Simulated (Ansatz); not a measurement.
## A computed series for hypothetical zinc blende LiF: pressure series

The reference is LiF in the zinc blende structure (space group F-43m, No. 216; a = 4.290 Å; a hypothetical phase, not in the database extracts checked).

Cell and atoms are relaxed at each pressure.

All numbers come from r2SCAN (Ansatz, an electronic-structure program; PAW; 500 eV plane waves; spin-orbit coupling left out).

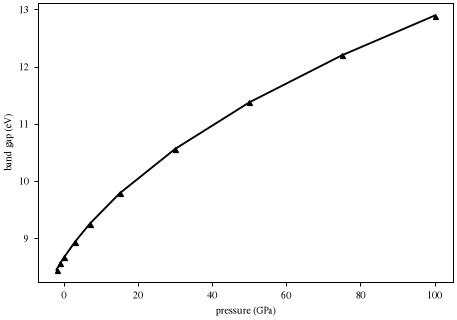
*Band gap against pressure*

Problem. From the plot, what is the band gap for pressure 3 GPa?

Solution. About 8.9 eV.

Problem. Is the trend monotonic over the range shown?

Solution. Yes, it rises throughout, spanning 8.45 eV to 12.89 eV.

Load acts through the strain it causes; cell and atoms are relaxed under it. No phonon test of stability was made. Competing high-pressure phases were not computed.
